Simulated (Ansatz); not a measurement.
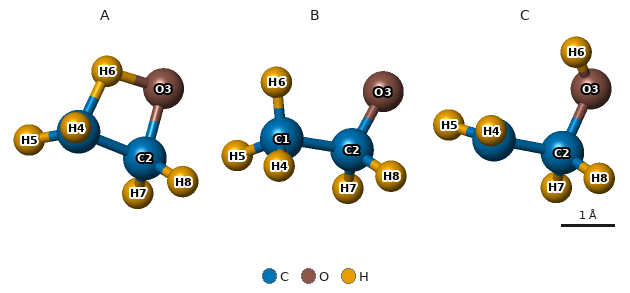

3 geometries from a converged minimum-energy path of C₂H₅O (multiplicity 2), shuffled. Style: ball-and-stick. Shown from a free direction.

Level of theory: UKS B3LYP-D4/def2-SVP (Ansatz 0.2.0). Run with 7 movable images; climbing image; force threshold 0.03 eV/Å; iteration limit 60; starting path through a guess of the saddle point.

### Which of them lies highest in energy?

A. In order along the path, whose images run from 0 to 8: B (image 2, +0.10 eV), A (image 4, +1.43 eV), C (image 6, +0.13 eV). A hydrogen atom shifts from one atom to another. Breaking: C1–H6 (1.10 → 1.36 at the top → 2.56 Å). Forming: O3–H6 (2.75 → 1.26 at the top → 0.97 Å).

The run took 110 s on 2 threads of Intel(R) Xeon(R) Platinum 8488C (Sapphire Rapids), with other jobs on the host, peak memory 0.18 GiB.
